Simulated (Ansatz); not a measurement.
**Run report: AlCl3, molecular dynamics (part 1 of 5)**

AlCl3, computed with RKS B3LYP-D4/def2-SVP (Ansatz 0.2.0).

It belongs to a series of runs on one base structure; here: dynamics from the start. Figures and captions count atoms from 1; the log counts them from 0 in places.

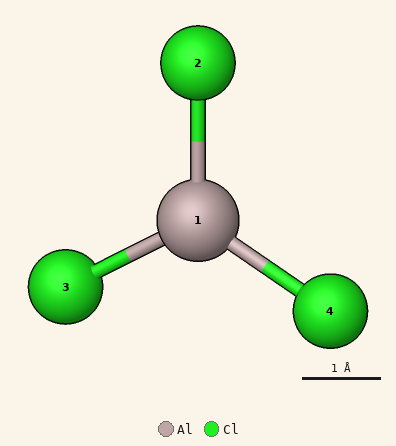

The input geometry (ball-and-stick view, seen at a tilt; atoms are numbered from 1 in the order of the input). Sticks mark near contacts.

**Input file**
```yaml
crystal:
  periodic: [false, false, false]
  atoms:
    - { symbol: Al, position_ang: [0.0, 0.0, -3.7e-05] }
    - { symbol: Cl, position_ang: [0.0, 0.0, 2.085192] }
    - { symbol: Cl, position_ang: [1.805901, 0.0, -1.042577] }
    - { symbol: Cl, position_ang: [-1.805901, 0.0, -1.042577] }
basis:
  gaussian: { orbitals: def2-SVP }
hamiltonian:
  xc: b3lyp
  dispersion: d4
md:
  timestep: 1.0
  n_steps: 150
  ensemble: nvt_nose_hoover
  temperature: 3000.0
  initial_velocities: maxwell_boltzmann
  seed: 561809
```

Run as:
```bash
ansatz run input.yaml --threads 1 --pin off --max-ram 2048MiB --backend cpu --events-out ev --progress --plain --runs-dir out
```

**What the program printed**
```
Engine: ansatz 0.2.0, aarch64-unknown-linux-gnu
Functional definition: B3LYP
  parameter a0 = 0.2
  parameter ax = 0.72
  parameter ac = 0.81
  exchange = (1 - a0 - ax)*slater_x + ax*b88_x + a0*exact_x
  correlation = (1 - ac)*vwn_rpa_c + ac*lyp_c
682 factors; integrals over basis functions are off by at most 3.4e-4 eV
mean field evaluation 1: about -44157.3663 eV, gradient 1.9e1 eV
mean field evaluation 2: about -44157.0626 eV, gradient 2.2e1 eV
mean field evaluation 4: about -44158.3691 eV, gradient 2.9e-1 eV
mean field evaluation 8: about -44158.3698 eV, gradient 1.5e-3 eV
mean field -44158.36983982 eV, -1622.7901599953 hartree, gradient 1.8e-5 eV, S^2 0.000000; 0 other end points of the search recorded, 0 dependent functions left out
the calculation of the forces begins
reference -44158.37005996 eV, -1622.7901680853 hartree; 32, 32 occupied and 40, 40 virtual orbitals, 682 factors
md step     0: t =     0.00 fs  T =  3000.0 K  F+E_penalty+E_count = -44158.59933456 eV  E_kin = 0.775560 eV  conserved = -44157.82377457 eV  (23 SCF iters)
these checks for a lower state are left out or cut short: starts, cluster_reference, orbital_swaps, neighbouring_geometries, increment
682 factors; integrals over basis functions are off by at most 3.5e-4 eV
mean field evaluation 16: about -44158.3663 eV, gradient 1.8e-3 eV
mean field -44158.36694034 eV, -1622.7900534413 hartree, gradient 1.4e-5 eV, S^2 0.000000; 0 other end points of the search recorded, 0 dependent functions left out
the calculation of the forces begins
reference -44158.36716097 eV, -1622.7900615494 hartree; 32, 32 occupied and 40, 40 virtual orbitals, 682 factors
md step     1: t =     1.00 fs  T =  2984.5 K  F+E_penalty+E_count = -44158.59528404 eV  E_kin = 0.771562 eV  conserved = -44157.82372230 eV  (23 SCF iters)
[... from here on the SCF iterations and repeated set-up lines of each step are left out, up to the last step ...]
md step     2: t =     2.00 fs  T =  2940.8 K  F+E_penalty+E_count = -44158.58391605 eV  E_kin = 0.760257 eV  conserved = -44157.82366056 eV  (24 SCF iters)
md step     3: t =     3.00 fs  T =  2872.0 K  F+E_penalty+E_count = -44158.56605109 eV  E_kin = 0.742463 eV  conserved = -44157.82359390 eV  (24 SCF iters)
md step     4: t =     4.00 fs  T =  2781.6 K  F+E_penalty+E_count = -44158.54260660 eV  E_kin = 0.719096 eV  conserved = -44157.82352620 eV  (24 SCF iters)
md step     5: t =     5.00 fs  T =  2673.3 K  F+E_penalty+E_count = -44158.51453772 eV  E_kin = 0.691114 eV  conserved = -44157.82346001 eV  (24 SCF iters)
md step     6: t =     6.00 fs  T =  2550.9 K  F+E_penalty+E_count = -44158.48279283 eV  E_kin = 0.659466 eV  conserved = -44157.82339746 eV  (25 SCF iters)
md step     7: t =     7.00 fs  T =  2417.9 K  F+E_penalty+E_count = -44158.44828020 eV  E_kin = 0.625063 eV  conserved = -44157.82333980 eV  (25 SCF iters)
md step     8: t =     8.00 fs  T =  2277.4 K  F+E_penalty+E_count = -44158.41184651 eV  E_kin = 0.588753 eV  conserved = -44157.82328796 eV  (23 SCF iters)
md step     9: t =     9.00 fs  T =  2132.6 K  F+E_penalty+E_count = -44158.37426224 eV  E_kin = 0.551311 eV  conserved = -44157.82324191 eV  (23 SCF iters)
md step    10: t =    10.00 fs  T =  1986.0 K  F+E_penalty+E_count = -44158.33621563 eV  E_kin = 0.513424 eV  conserved = -44157.82320183 eV  (23 SCF iters)
md step    11: t =    11.00 fs  T =  1840.1 K  F+E_penalty+E_count = -44158.29831009 eV  E_kin = 0.475698 eV  conserved = -44157.82316751 eV  (23 SCF iters)
md step    12: t =    12.00 fs  T =  1696.8 K  F+E_penalty+E_count = -44158.26106667 eV  E_kin = 0.438654 eV  conserved = -44157.82313838 eV  (23 SCF iters)
md step    13: t =    13.00 fs  T =  1557.8 K  F+E_penalty+E_count = -44158.22492971 eV  E_kin = 0.402734 eV  conserved = -44157.82311398 eV  (24 SCF iters)
md step    14: t =    14.00 fs  T =  1424.7 K  F+E_penalty+E_count = -44158.19027362 eV  E_kin = 0.368312 eV  conserved = -44157.82309371 eV  (24 SCF iters)
md step    15: t =    15.00 fs  T =  1298.5 K  F+E_penalty+E_count = -44158.15741112 eV  E_kin = 0.335698 eV  conserved = -44157.82307716 eV  (24 SCF iters)
md step    16: t =    16.00 fs  T =  1180.4 K  F+E_penalty+E_count = -44158.12660080 eV  E_kin = 0.305150 eV  conserved = -44157.82306348 eV  (25 SCF iters)
md step    17: t =    17.00 fs  T =  1071.0 K  F+E_penalty+E_count = -44158.09805589 eV  E_kin = 0.276877 eV  conserved = -44157.82305226 eV  (20 SCF iters)
md step    18: t =    18.00 fs  T =   971.1 K  F+E_penalty+E_count = -44158.07195106 eV  E_kin = 0.251053 eV  conserved = -44157.82304312 eV  (21 SCF iters)
md step    19: t =    19.00 fs  T =   881.2 K  F+E_penalty+E_count = -44158.04842880 eV  E_kin = 0.227817 eV  conserved = -44157.82303569 eV  (23 SCF iters)
md step    20: t =    20.00 fs  T =   801.8 K  F+E_penalty+E_count = -44158.02760473 eV  E_kin = 0.207283 eV  conserved = -44157.82302971 eV  (22 SCF iters)
md step    21: t =    21.00 fs  T =   733.2 K  F+E_penalty+E_count = -44158.00957167 eV  E_kin = 0.189544 eV  conserved = -44157.82302499 eV  (22 SCF iters)
md step    22: t =    22.00 fs  T =   675.7 K  F+E_penalty+E_count = -44157.99440269 eV  E_kin = 0.174672 eV  conserved = -44157.82302158 eV  (20 SCF iters)
md step    23: t =    23.00 fs  T =   629.4 K  F+E_penalty+E_count = -44157.98215214 eV  E_kin = 0.162723 eV  conserved = -44157.82301912 eV  (20 SCF iters)
md step    24: t =    24.00 fs  T =   594.7 K  F+E_penalty+E_count = -44157.97285737 eV  E_kin = 0.153735 eV  conserved = -44157.82301779 eV  (22 SCF iters)
md step    25: t =    25.00 fs  T =   571.5 K  F+E_penalty+E_count = -44157.96653771 eV  E_kin = 0.147732 eV  conserved = -44157.82301769 eV  (21 SCF iters)
md step    26: t =    26.00 fs  T =   559.8 K  F+E_penalty+E_count = -44157.96319356 eV  E_kin = 0.144718 eV  conserved = -44157.82301893 eV  (22 SCF iters)
md step    27: t =    27.00 fs  T =   559.6 K  F+E_penalty+E_count = -44157.96280470 eV  E_kin = 0.144678 eV  conserved = -44157.82302168 eV  (22 SCF iters)
md step    28: t =    28.00 fs  T =   570.9 K  F+E_penalty+E_count = -44157.96532817 eV  E_kin = 0.147578 eV  conserved = -44157.82302607 eV  (22 SCF iters)
md step    29: t =    29.00 fs  T =   593.2 K  F+E_penalty+E_count = -44157.97069594 eV  E_kin = 0.153357 eV  conserved = -44157.82303232 eV  (22 SCF iters)
md step    30: t =    30.00 fs  T =   626.4 K  F+E_penalty+E_count = -44157.97881232 eV  E_kin = 0.161929 eV  conserved = -44157.82304057 eV  (22 SCF iters)
md step    31: t =    31.00 fs  T =   669.9 K  F+E_penalty+E_count = -44157.98955168 eV  E_kin = 0.173180 eV  conserved = -44157.82305099 eV  (22 SCF iters)
md step    32: t =    32.00 fs  T =   723.2 K  F+E_penalty+E_count = -44158.00275625 eV  E_kin = 0.186961 eV  conserved = -44157.82306369 eV  (22 SCF iters)
md step    33: t =    33.00 fs  T =   785.6 K  F+E_penalty+E_count = -44158.01823448 eV  E_kin = 0.203095 eV  conserved = -44157.82307886 eV  (25 SCF iters)
md step    34: t =    34.00 fs  T =   856.3 K  F+E_penalty+E_count = -44158.03575968 eV  E_kin = 0.221367 eV  conserved = -44157.82309632 eV  (25 SCF iters)
md step    35: t =    35.00 fs  T =   934.3 K  F+E_penalty+E_count = -44158.05507029 eV  E_kin = 0.241526 eV  conserved = -44157.82311616 eV  (25 SCF iters)
md step    36: t =    36.00 fs  T =  1018.4 K  F+E_penalty+E_count = -44158.07587023 eV  E_kin = 0.263289 eV  conserved = -44157.82313816 eV  (25 SCF iters)
md step    37: t =    37.00 fs  T =  1107.6 K  F+E_penalty+E_count = -44158.09783126 eV  E_kin = 0.286340 eV  conserved = -44157.82316218 eV  (24 SCF iters)
md step    38: t =    38.00 fs  T =  1200.4 K  F+E_penalty+E_count = -44158.12059608 eV  E_kin = 0.310329 eV  conserved = -44157.82318785 eV  (25 SCF iters)
md step    39: t =    39.00 fs  T =  1295.4 K  F+E_penalty+E_count = -44158.14378624 eV  E_kin = 0.334886 eV  conserved = -44157.82321734 eV  (24 SCF iters)
md step    40: t =    40.00 fs  T =  1391.1 K  F+E_penalty+E_count = -44158.16699859 eV  E_kin = 0.359618 eV  conserved = -44157.82324514 eV  (24 SCF iters)
md step    41: t =    41.00 fs  T =  1485.9 K  F+E_penalty+E_count = -44158.18982900 eV  E_kin = 0.384125 eV  conserved = -44157.82327302 eV  (25 SCF iters)
md step    42: t =    42.00 fs  T =  1578.2 K  F+E_penalty+E_count = -44158.21187310 eV  E_kin = 0.408004 eV  conserved = -44157.82329995 eV  (24 SCF iters)
md step    43: t =    43.00 fs  T =  1666.7 K  F+E_penalty+E_count = -44158.23274152 eV  E_kin = 0.430866 eV  conserved = -44157.82332544 eV  (23 SCF iters)
md step    44: t =    44.00 fs  T =  1749.8 K  F+E_penalty+E_count = -44158.25207620 eV  E_kin = 0.452348 eV  conserved = -44157.82335315 eV  (24 SCF iters)
md step    45: t =    45.00 fs  T =  1826.2 K  F+E_penalty+E_count = -44158.26954406 eV  E_kin = 0.472121 eV  conserved = -44157.82337295 eV  (23 SCF iters)
md step    46: t =    46.00 fs  T =  1895.0 K  F+E_penalty+E_count = -44158.28487548 eV  E_kin = 0.489903 eV  conserved = -44157.82338923 eV  (24 SCF iters)
md step    47: t =    47.00 fs  T =  1955.2 K  F+E_penalty+E_count = -44158.29785234 eV  E_kin = 0.505468 eV  conserved = -44157.82340166 eV  (23 SCF iters)
md step    48: t =    48.00 fs  T =  2006.2 K  F+E_penalty+E_count = -44158.30831567 eV  E_kin = 0.518646 eV  conserved = -44157.82341044 eV  (23 SCF iters)
md step    49: t =    49.00 fs  T =  2047.5 K  F+E_penalty+E_count = -44158.31616214 eV  E_kin = 0.529321 eV  conserved = -44157.82341606 eV  (23 SCF iters)
md step    50: t =    50.00 fs  T =  2078.8 K  F+E_penalty+E_count = -44158.32133471 eV  E_kin = 0.537422 eV  conserved = -44157.82341981 eV  (23 SCF iters)
md step    51: t =    51.00 fs  T =  2100.1 K  F+E_penalty+E_count = -44158.32380511 eV  E_kin = 0.542907 eV  conserved = -44157.82342308 eV  (23 SCF iters)
md step    52: t =    52.00 fs  T =  2111.0 K  F+E_penalty+E_count = -44158.32355100 eV  E_kin = 0.545736 eV  conserved = -44157.82342755 eV  (24 SCF iters)
md step    53: t =    53.00 fs  T =  2111.4 K  F+E_penalty+E_count = -44158.32052890 eV  E_kin = 0.545849 eV  conserved = -44157.82343536 eV  (24 SCF iters)
md step    54: t =    54.00 fs  T =  2100.9 K  F+E_penalty+E_count = -44158.31464551 eV  E_kin = 0.543137 eV  conserved = -44157.82344792 eV  (24 SCF iters)
md step    55: t =    55.00 fs  T =  2078.8 K  F+E_penalty+E_count = -44158.30573557 eV  E_kin = 0.537416 eV  conserved = -44157.82346657 eV  (24 SCF iters)
md step    56: t =    56.00 fs  T =  2044.0 K  F+E_penalty+E_count = -44158.29354837 eV  E_kin = 0.528417 eV  conserved = -44157.82349069 eV  (24 SCF iters)
md step    57: t =    57.00 fs  T =  1995.2 K  F+E_penalty+E_count = -44158.27775393 eV  E_kin = 0.515792 eV  conserved = -44157.82351862 eV  (25 SCF iters)
md step    58: t =    58.00 fs  T =  1930.7 K  F+E_penalty+E_count = -44158.25796996 eV  E_kin = 0.499137 eV  conserved = -44157.82354741 eV  (24 SCF iters)
md step    59: t =    59.00 fs  T =  1849.2 K  F+E_penalty+E_count = -44158.23381317 eV  E_kin = 0.478046 eV  conserved = -44157.82357227 eV  (24 SCF iters)
md step    60: t =    60.00 fs  T =  1749.1 K  F+E_penalty+E_count = -44158.20497542 eV  E_kin = 0.452189 eV  conserved = -44157.82358642 eV  (24 SCF iters)
md step    61: t =    61.00 fs  T =  1630.1 K  F+E_penalty+E_count = -44158.17132340 eV  E_kin = 0.421404 eV  conserved = -44157.82358319 eV  (22 SCF iters)
md step    62: t =    62.00 fs  T =  1492.4 K  F+E_penalty+E_count = -44158.13300765 eV  E_kin = 0.385814 eV  conserved = -44157.82355479 eV  (24 SCF iters)
md step    63: t =    63.00 fs  T =  1338.1 K  F+E_penalty+E_count = -44158.09057477 eV  E_kin = 0.345936 eV  conserved = -44157.82349540 eV  (24 SCF iters)
md step    64: t =    64.00 fs  T =  1171.2 K  F+E_penalty+E_count = -44158.04505708 eV  E_kin = 0.302773 eV  conserved = -44157.82340173 eV  (24 SCF iters)
md step    65: t =    65.00 fs  T =   997.5 K  F+E_penalty+E_count = -44157.99802116 eV  E_kin = 0.257863 eV  conserved = -44157.82327445 eV  (24 SCF iters)
md step    66: t =    66.00 fs  T =   825.0 K  F+E_penalty+E_count = -44157.95155462 eV  E_kin = 0.213273 eV  conserved = -44157.82311923 eV  (24 SCF iters)
md step    67: t =    67.00 fs  T =   663.4 K  F+E_penalty+E_count = -44157.90817450 eV  E_kin = 0.171506 eV  conserved = -44157.82294708 eV  (24 SCF iters)
md step    68: t =    68.00 fs  T =   523.5 K  F+E_penalty+E_count = -44157.87065168 eV  E_kin = 0.135336 eV  conserved = -44157.82277432 eV  (24 SCF iters)
md step    69: t =    69.00 fs  T =   416.0 K  F+E_penalty+E_count = -44157.84175855 eV  E_kin = 0.107557 eV  conserved = -44157.82262053 eV  (24 SCF iters)
md step    70: t =    70.00 fs  T =   350.8 K  F+E_penalty+E_count = -44157.82396750 eV  E_kin = 0.090686 eV  conserved = -44157.82250525 eV  (24 SCF iters)
md step    71: t =    71.00 fs  T =   335.2 K  F+E_penalty+E_count = -44157.81914565 eV  E_kin = 0.086665 eV  conserved = -44157.82244508 eV  (19 SCF iters)
md step    72: t =    72.00 fs  T =   373.7 K  F+E_penalty+E_count = -44157.82829699 eV  E_kin = 0.096597 eV  conserved = -44157.82244997 eV  (19 SCF iters)
md step    73: t =    73.00 fs  T =   466.5 K  F+E_penalty+E_count = -44157.85140355 eV  E_kin = 0.120590 eV  conserved = -44157.82252092 eV  (19 SCF iters)
md step    74: t =    74.00 fs  T =   610.1 K  F+E_penalty+E_count = -44157.88739965 eV  E_kin = 0.157714 eV  conserved = -44157.82264987 eV  (24 SCF iters)
md step    75: t =    75.00 fs  T =   797.3 K  F+E_penalty+E_count = -44157.93428524 eV  E_kin = 0.206110 eV  conserved = -44157.82282102 eV  (24 SCF iters)
md step    76: t =    76.00 fs  T =  1018.1 K  F+E_penalty+E_count = -44157.98935766 eV  E_kin = 0.263206 eV  conserved = -44157.82301439 eV  (24 SCF iters)
md step    77: t =    77.00 fs  T =  1261.1 K  F+E_penalty+E_count = -44158.04951504 eV  E_kin = 0.326008 eV  conserved = -44157.82320819 eV  (24 SCF iters)
md step    78: t =    78.00 fs  T =  1514.1 K  F+E_penalty+E_count = -44158.11158098 eV  E_kin = 0.391417 eV  conserved = -44157.82338418 eV  (24 SCF iters)
md step    79: t =    79.00 fs  T =  1765.9 K  F+E_penalty+E_count = -44158.17259322 eV  E_kin = 0.456511 eV  conserved = -44157.82352886 eV  (25 SCF iters)
md step    80: t =    80.00 fs  T =  2006.7 K  F+E_penalty+E_count = -44158.23002342 eV  E_kin = 0.518767 eV  conserved = -44157.82363389 eV  (22 SCF iters)
md step    81: t =    81.00 fs  T =  2228.8 K  F+E_penalty+E_count = -44158.28191176 eV  E_kin = 0.576196 eV  conserved = -44157.82369748 eV  (24 SCF iters)
md step    82: t =    82.00 fs  T =  2426.9 K  F+E_penalty+E_count = -44158.32691148 eV  E_kin = 0.627400 eV  conserved = -44157.82372292 eV  (24 SCF iters)
md step    83: t =    83.00 fs  T =  2597.6 K  F+E_penalty+E_count = -44158.36425391 eV  E_kin = 0.671542 eV  conserved = -44157.82371161 eV  (23 SCF iters)
md step    84: t =    84.00 fs  T =  2739.7 K  F+E_penalty+E_count = -44158.39368481 eV  E_kin = 0.708276 eV  conserved = -44157.82368064 eV  (23 SCF iters)
md step    85: t =    85.00 fs  T =  2853.3 K  F+E_penalty+E_count = -44158.41532648 eV  E_kin = 0.737644 eV  conserved = -44157.82363376 eV  (23 SCF iters)
md step    86: t =    86.00 fs  T =  2939.7 K  F+E_penalty+E_count = -44158.42957885 eV  E_kin = 0.759960 eV  conserved = -44157.82357797 eV  (23 SCF iters)
md step    87: t =    87.00 fs  T =  3000.6 K  F+E_penalty+E_count = -44158.43700692 eV  E_kin = 0.775710 eV  conserved = -44157.82351939 eV  (23 SCF iters)
md step    88: t =    88.00 fs  T =  3038.3 K  F+E_penalty+E_count = -44158.43824622 eV  E_kin = 0.785458 eV  conserved = -44157.82346053 eV  (23 SCF iters)
md step    89: t =    89.00 fs  T =  3055.0 K  F+E_penalty+E_count = -44158.43394107 eV  E_kin = 0.789779 eV  conserved = -44157.82340811 eV  (23 SCF iters)
md step    90: t =    90.00 fs  T =  3052.8 K  F+E_penalty+E_count = -44158.42468767 eV  E_kin = 0.789214 eV  conserved = -44157.82336146 eV  (23 SCF iters)
md step    91: t =    91.00 fs  T =  3033.6 K  F+E_penalty+E_count = -44158.41101931 eV  E_kin = 0.784244 eV  conserved = -44157.82332018 eV  (23 SCF iters)
md step    92: t =    92.00 fs  T =  2999.0 K  F+E_penalty+E_count = -44158.39340126 eV  E_kin = 0.775291 eV  conserved = -44157.82328368 eV  (23 SCF iters)
md step    93: t =    93.00 fs  T =  2950.3 K  F+E_penalty+E_count = -44158.37223813 eV  E_kin = 0.762719 eV  conserved = -44157.82325100 eV  (23 SCF iters)
md step    94: t =    94.00 fs  T =  2888.9 K  F+E_penalty+E_count = -44158.34788868 eV  E_kin = 0.746849 eV  conserved = -44157.82322098 eV  (24 SCF iters)
md step    95: t =    95.00 fs  T =  2815.9 K  F+E_penalty+E_count = -44158.32068347 eV  E_kin = 0.727979 eV  conserved = -44157.82319194 eV  (23 SCF iters)
md step    96: t =    96.00 fs  T =  2732.5 K  F+E_penalty+E_count = -44158.29094382 eV  E_kin = 0.706400 eV  conserved = -44157.82316300 eV  (24 SCF iters)
md step    97: t =    97.00 fs  T =  2639.7 K  F+E_penalty+E_count = -44158.25899626 eV  E_kin = 0.682412 eV  conserved = -44157.82313344 eV  (24 SCF iters)
md step    98: t =    98.00 fs  T =  2538.8 K  F+E_penalty+E_count = -44158.22518378 eV  E_kin = 0.656331 eV  conserved = -44157.82310290 eV  (24 SCF iters)
md step    99: t =    99.00 fs  T =  2431.2 K  F+E_penalty+E_count = -44158.18987201 eV  E_kin = 0.628501 eV  conserved = -44157.82307131 eV  (23 SCF iters)
md step   100: t =   100.00 fs  T =  2318.2 K  F+E_penalty+E_count = -44158.15345071 eV  E_kin = 0.599293 eV  conserved = -44157.82303883 eV  (25 SCF iters)
md step   101: t =   101.00 fs  T =  2201.4 K  F+E_penalty+E_count = -44158.11633178 eV  E_kin = 0.569103 eV  conserved = -44157.82300619 eV  (25 SCF iters)
md step   102: t =   102.00 fs  T =  2082.4 K  F+E_penalty+E_count = -44158.07894269 eV  E_kin = 0.538347 eV  conserved = -44157.82297316 eV  (25 SCF iters)
md step   103: t =   103.00 fs  T =  1962.9 K  F+E_penalty+E_count = -44158.04172172 eV  E_kin = 0.507454 eV  conserved = -44157.82294059 eV  (25 SCF iters)
```
